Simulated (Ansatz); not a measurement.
Pulling on the H–H spacing in H4 chain (multiplicity 1 held). Energies count from the point at 0.900 Å.
Geometry at that point (charge 0, multiplicity 1):
```tsv
atom	x (Å)	y (Å)	z (Å)
H	0.0000	0.0000	0.0000
H	0.0000	0.0000	0.9000
H	0.0000	0.0000	1.8000
H	0.0000	0.0000	2.7000
```

R- and RO- levels are restricted; in cc, def2 and unpolarised 6-31G sets they are followed outwards from rest. Unrestricted levels (U-) break spin symmetry where that is lower. Full CI gives the lowest state of the spin. Levels need not reach the same state.

Run with Ansatz (a program for electronic structure) with Gaussian orbitals. Values without a source in brackets are computed.

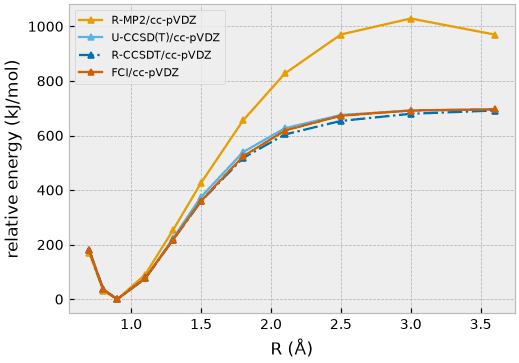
Figure. Relative energy along the coordinate

Task: Order the other curves in the same basis by their non-parallelity to FCI/cc-pVDZ (largest less smallest deviation, whatever its cause), smallest first.

Result: U-CCSD(T)/cc-pVDZ (16 kJ/mol), R-CCSDT/cc-pVDZ (19 kJ/mol), R-MP2/cc-pVDZ (347 kJ/mol)

Doubts at one or more of the structures used: a restricted determinant that unrestricted orbitals would lower (R-MP2/cc-pVDZ, R-CCSDT/cc-pVDZ); T1 above 0.05 (U-CCSD(T)/cc-pVDZ, R-CCSDT/cc-pVDZ); a spin-contaminated determinant (U-CCSD(T)/cc-pVDZ); the program's own flag: large difference (U-CCSD(T)/cc-pVDZ); other coupled-cluster roots lie near (R-CCSDT/cc-pVDZ).
